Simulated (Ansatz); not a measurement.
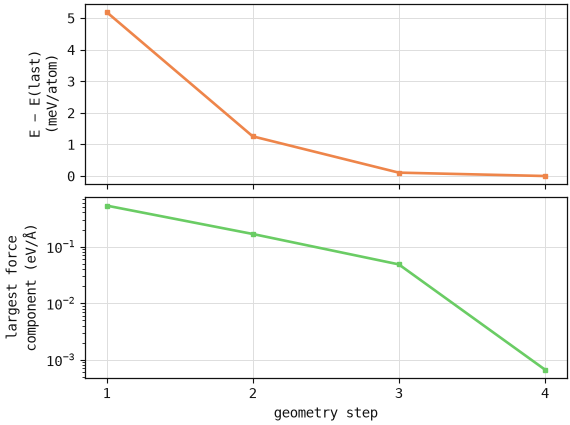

History of a geometry optimisation. MoS₂ (P6_3/mmc, 6 atoms in the cell; volume × 0.94, shape and atoms relaxed); DFT PBE+D3(BJ), scalar-relativistic, plane waves, PAW (Ansatz); cutoff 420 eV, 12×12×4 k-mesh, Gaussian smearing of 0.02 eV. The volume is held, while cell shape and atoms may move. A closing SCF on a freshly chosen basis isn't drawn.

The optimisation met its thresholds at geometry 4, counting the start as the first. The energy fell by about 5.2 meV/atom from the first step to the last. The largest force component goes from about 0.53 eV/Å at the start to 7 × 10⁻⁴ eV/Å at the end.
